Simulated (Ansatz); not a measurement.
CaO, pressure series

The parent structure is CaO in the rock salt structure (space group Fm-3m, No. 225; a = 4.831 Å).

Cell and atoms are relaxed at each pressure.

Method: plane-wave PAW DFT at the PBE level (Ansatz, an electronic-structure program, 420 eV), scalar-relativistic without spin-orbit coupling.

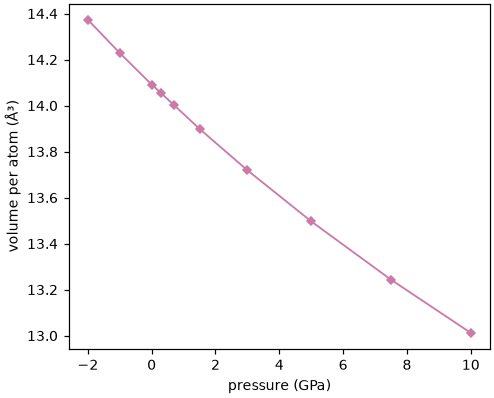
Fig. 1. Volume per atom against pressure

| pressure (GPa) | volume per atom |
|---|---|
| -2 | 14.37 Å³ |
| -1 | 14.23 Å³ |
| 0.3 | 14.05 Å³ |
| 0.7 | 14.00 Å³ |
| 1.5 | 13.90 Å³ |
| 3 | 13.72 Å³ |
| 5 | 13.50 Å³ |
| 7.5 | 13.24 Å³ |
| 10 | 13.01 Å³ |

Load acts through the strain it causes; cell and atoms are relaxed under it. No phonon test of stability was made. Competing high-pressure phases were not computed.
